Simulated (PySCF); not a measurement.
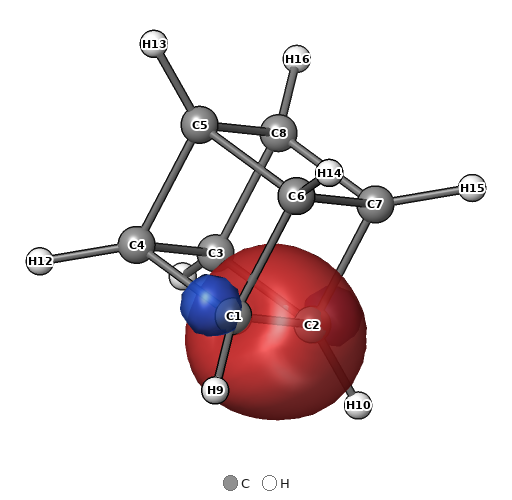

*C₈H₈, SMILES `C12C3C4C1C5C2C3C45`. Pipek–Mezey orbitals, occupied; each surface holds about 80 % of the orbital's density. Energies are diagonal elements of the Fock matrix.*

PySCF calculation, B3LYP/def2-SVPD, gas phase; geometry: GFN2-xTB. No frequency check shows the geometry to be a minimum.

Input

```python
import numpy as np
from pyscf import gto, scf, dft, lo
from pyscf.data.elements import chemcore

def solve(mol, dm0=None, hcore=None):
    mf = (dft.UKS if mol.spin else dft.RKS)(mol, xc='b3lyp')
    mf.grids.level = 3
    mf = mf.density_fit(auxbasis='def2-universal-jkfit')
    mf.conv_tol, mf.max_cycle = 1e-8, 80
    if hcore is not None:
        mf.get_hcore = lambda *args: hcore
    mf.kernel(dm0)
    if not mf.converged:
        mf = mf.newton().run(mf.mo_coeff, mf.mo_occ, max_cycle=30)
    assert mf.converged, 'SCF not converged'
    return mf

mol = gto.M(atom='''
C      0.45798     1.22910     0.25665
C     -0.80062     0.90284    -0.57468
C     -0.02137    -0.20058    -1.32121
C      1.23716     0.12571    -0.48974
C      0.80064    -0.90273     0.57467
C      0.02144     0.20051     1.32121
C     -1.23720    -0.12579     0.48975
C     -0.45803    -1.22906    -0.25666
H      0.82942     2.22568     0.46470
H     -1.44985     1.63487    -1.04059
H     -0.03873    -0.36316    -2.39251
H      2.24029     0.22762    -0.88694
H      1.44994    -1.63468     1.04060
H      0.03876     0.36304     2.39253
H     -2.24032    -0.22777     0.88696
H     -0.82948    -2.22564    -0.46471
''', basis='def2-svpd', charge=0, spin=0, verbose=4)
mf = solve(mol)
occ_all = mf.mo_coeff[:, mf.mo_occ > 0]
occ = occ_all[:, chemcore(mol):]
pm = lo.PM(mol, occ, pop_method='meta_lowdin')
loc = pm.kernel()
for _ in range(5):
    new, stable = pm.stability_jacobi(return_status=True)
    if stable:
        break
    loc = pm.kernel(new)
fock, s = mf.get_fock(), mf.get_ovlp()
ortho = lo.orth_ao(mol, 'meta_lowdin')
labels = mol.ao_labels(fmt=None)
vir = loc[:, :0]
both = np.hstack([loc, vir])
p = (ortho.T @ s @ both) ** 2
pop = np.array([p[[l[0] == a for l in labels]].sum(0) for a in range(mol.natm)])
spd = np.array([[p[[l[0] == a and l[2][-1] == k for l in labels]].sum(0) for k in 'spd'] for a in range(mol.natm)])
eps = np.einsum('pi,pq,qi->i', both, fock, both)
for i in np.argsort(eps):
    top = np.argsort(-pop[:, i])[:3]
    print('%3d %s %9.4f Eh ' % (i + 1, 'occ' if i < loc.shape[1] else 'vir', eps[i]), '  '.join('%s%d %.3f' % (mol.atom_symbol(a), a + 1, pop[a, i]) for a in top))
np.savez('result.npz', c=both, nocc=loc.shape[1], pop=pop, spd=spd, eps=eps, e=mf.e_tot)
```

Run with:

```sh
OMP_NUM_THREADS=1 python input.py
```

The run took 48 s on 1 thread of Arm Neoverse V1 (shared host), peak memory 0.88 GiB.

Question: What does this orbital represent?

Answer: σ bond C2–C1 (C2 49 %, C1 49 %; −13.0 eV).
